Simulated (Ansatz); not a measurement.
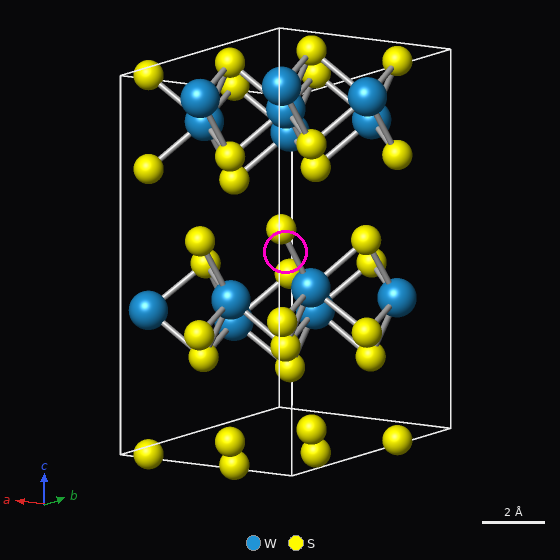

We look at a ball-and-stick model of the crystal from a general direction. Atoms at the boundary of the supercell (the box) are drawn once for each face, edge or corner they touch. The host is WS2, in a cell of 36 sites, and the cell carries a charge of -1. A ring marks the defect's site.

Question: What kind of defect was put in?

Answer: A sulfur vacancy. Around the empty site lie three W at about 2.4 Å.

Setup: DFT PBEsol, scalar-relativistic, plane waves, PAW (Ansatz 0.2.0); a kinetic-energy cutoff of 420 eV, k-points on a 2×2×2 grid, Gaussian smearing of 0.01 eV, collinear spins.

Question: Does the defective cell carry a moment?

Answer: No net moment.

The atoms were relaxed in the host's cell with DFT PBEsol, scalar-relativistic, plane waves, PAW in Ansatz.
